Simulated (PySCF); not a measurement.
## Excited-state calculation of BNH4

The run: excited-state calculation of BNH4 (Boranamine), SMILES BN. Method and program: TDDFT CAM-B3LYP/def2-SVPD, vertical, IEF-PCM benzene (non-equilibrium linear response), core orbitals frozen in the response (PySCF 2.14.0).

The geometry comes from this level: PBE0-D3(BJ)/def2-SVP. It belongs to a series of runs on one base structure; here: solvent benzene.

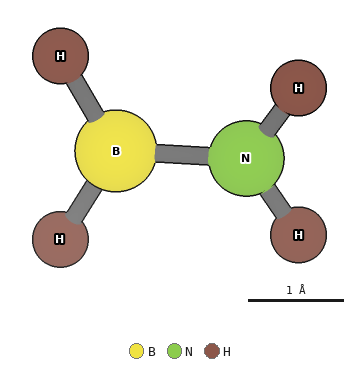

Figure 1. The structure (ball-and-stick view, seen at an oblique angle). Bond lengths as drawn: B–H 1.21 Å, B–N 1.39 Å and H–N 1.01 Å.

### The input
```
{"job": {"kind": "uv", "xc": "CAM-B3LYP", "basis": "def2-SVPD", "solvent": "benzene", "nstates": 6, "ntriplets": 0}, "charge": 0, "multiplicity": 1}
B     -0.581268    -0.028561    -0.170503
N      0.804794    -0.069356    -0.124616
H     -1.201453    -1.067639    -0.177415
H     -1.137548     1.045686    -0.202559
H      1.384025     0.760360    -0.117056
H      1.333475    -0.931607    -0.097016
```

The first line tells a small driver script what to run in PySCF; the rest is the geometry in Å.

Hardware: 1 CPU thread, shared host.

Run as:
```bash
OMP_NUM_THREADS=1 python <driver script> task.json out
```

### Output
```
coarse grid: 4632 points
cycle   1  E = -81.9105118341  dE = -3.536e-02  |g| = 2.765e-01  |ddm| = 2.750e+00
cycle   2  E = -81.9146129459  dE = -4.101e-03  |g| = 2.722e-01  |ddm| = 4.845e-01
cycle   3  E = -81.9298421070  dE = -1.523e-02  |g| = 3.440e-02  |ddm| = 2.146e-01
cycle   4  E = -81.9301307332  dE = -2.886e-04  |g| = 1.010e-02  |ddm| = 3.959e-02
cycle   5  E = -81.9301597780  dE = -2.904e-05  |g| = 1.131e-03  |ddm| = 1.819e-02
cycle   6  E = -81.9301602698  dE = -4.919e-07  |g| = 1.612e-04  |ddm| = 2.055e-03
final grid: 43688 points
cycle   7  E = -81.9410726244  dE = -9.356e-06  |g| = 2.668e-03  |ddm| = 1.683e-02
cycle   8  E = -81.9410720670  dE =  5.574e-07  |g| = 3.242e-03  |ddm| = 4.885e-03
cycle   9  E = -81.9410742298  dE = -2.163e-06  |g| = 6.819e-05  |ddm| = 2.206e-03
cycle  10  E = -81.9410742334  dE = -3.608e-09  |g| = 1.208e-05  |ddm| = 2.997e-04
cycle  11  E = -81.9410742335  dE = -9.202e-11  |g| = 3.228e-06  |ddm| = 3.324e-05
```

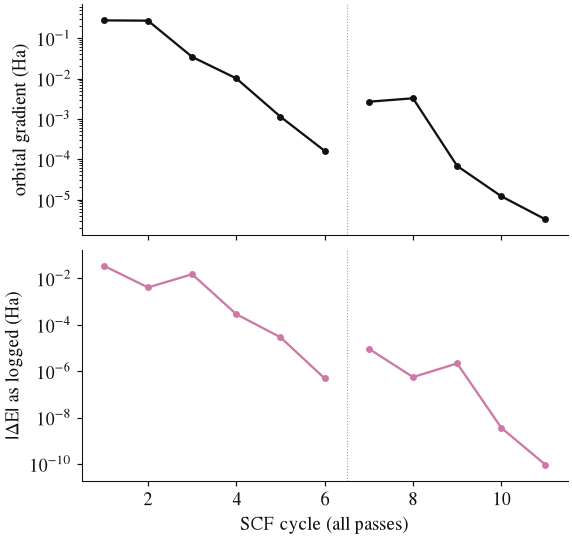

Figure 2. Convergence of the self-consistent field: orbital gradient and size of the energy change against the SCF cycle. The dotted line marks the change from a coarse to the final integration grid. The first 6 cycles use a coarse grid, the final grid takes over at cycle 7, and the field converges after 11 cycles in all.

```
converged SCF energy = -81.9410742335

Static polarisability (au): isotropic 29.175, principal 23.289 29.303 34.934

Singlet excitations
state   eV       nm        f      main configurations
  1   7.2000    172.2   0.00000   H-1->L+1 0.99
  2   7.8256    158.4   0.06975   H->L 0.89, H->L+2 0.09
  3   8.0964    153.1   0.29017   H->L+1 0.96
  4   8.5582    144.9   0.05565   H-1->L 0.97
  5   9.3793    132.2   0.00000   H->L+3 0.97
  6   9.4065    131.8   0.06009   H-2->L+1 0.89
```

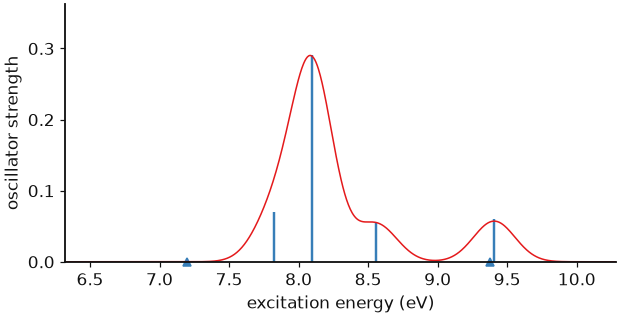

Figure 3. Computed excitations as sticks (degenerate states added up, dark ones marked on the axis), with a Gaussian envelope of 0.35 eV full width at half maximum, scaled to the tallest. Of the 6 states the lowest lies at 7.20 eV (f = 0.000); the strongest line is at 8.10 eV, or 153 nm (f = 0.290).

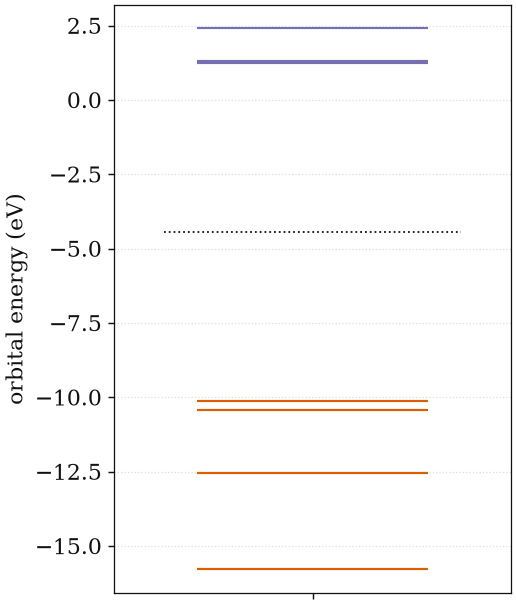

Figure 4. Orbital energies near the frontier; the dotted line parts filled from empty levels, and levels within 0.02 eV of each other stand side by side. Highest filled −10.11 eV, lowest empty 1.23 eV, 11.34 eV apart.

### Summary

| quantity | value |
| --- | --- |
| outcome | converged |
| total energy | −81.941074 hartree |
| HOMO | −10.11 eV |
| LUMO | 1.23 eV |
| dipole moment | 2.16 D |
| mean polarisability | 29.18 a.u. |
| lowest excitation | 7.20 eV |
| wall time | 1.3 s |
| peak memory | 0.35 GiB |
